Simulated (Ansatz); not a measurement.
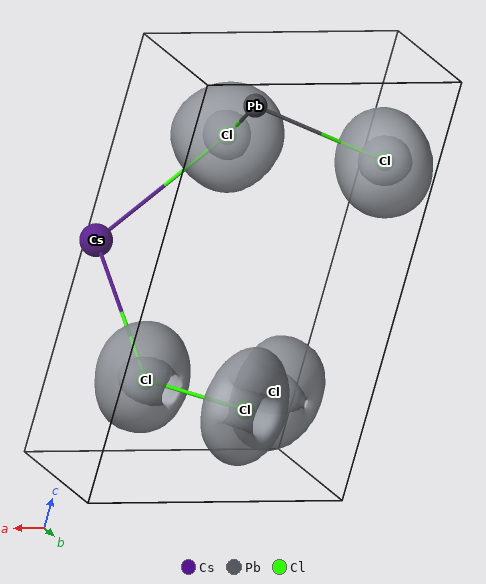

The picture shows: CsPbCl$_{5}$. Isosurface of the ELF at 0.8 (grey), seen at an oblique angle. Only the valence region is drawn (cores and ρ < 0.01 e/Å³ removed). Sticks mark near contacts.

Space group P1; a structure from a database of computed crystals, not necessarily the ambient phase; started from the SiSnPd5-123 prototype, which need not be the ambient phase; changed on purpose from its base cell (shaken).

These are results of DFT, PBEsol, plane waves, PAW (Ansatz), not measurements.

Core electrons are frozen (PAW), and the valence fields are smoothed inside the atomic spheres.

Where are the electrons localised?

The surface consists of five regions wrapped around Cl (the valence shell of each), counted in one cell of 7 atoms. Regions shared between cells count once.

Values along the shortest contacts:
Cl–Cl (2.24 Å): the ELF peaks at about 0.75 in the valence shell of Cl, 0.7 Å from its nucleus, and drops to about 0.55 between the two atoms. Pb–Cl (2.80 Å): the ELF peaks at about 0.85 in the valence shell of Cl, 0.7 Å from its nucleus, and drops to about 0.20 between the two atoms.
